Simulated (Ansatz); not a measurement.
Consider ZnSe in the zinc blende structure (space group F-43m, No. 216; a = 5.6335 Å).

One thing is altered: a fraction x = 0.75 of the Zn sites is given to Cd, ordered in a cell of 8 atoms (starting symmetry R3m) and fully relaxed.

All numbers come from PBEsol/PAW in Ansatz (a quantum-chemistry and plane-wave program), no SOC.

The zone is the changed cell's own and can be folded.

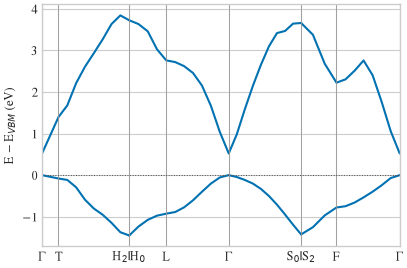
Highest valence and lowest conduction band along the path of the changed cell's own zone

Q: From the figure, how large is the changed gap, and is it direct?

A: About 0.5 eV, direct at Γ.

Each cell is one ordered arrangement of few atoms, which overstates ordering effects compared with a random alloy. No phonon test of stability was made. Labels are those of the standard path for the cell's own space group.
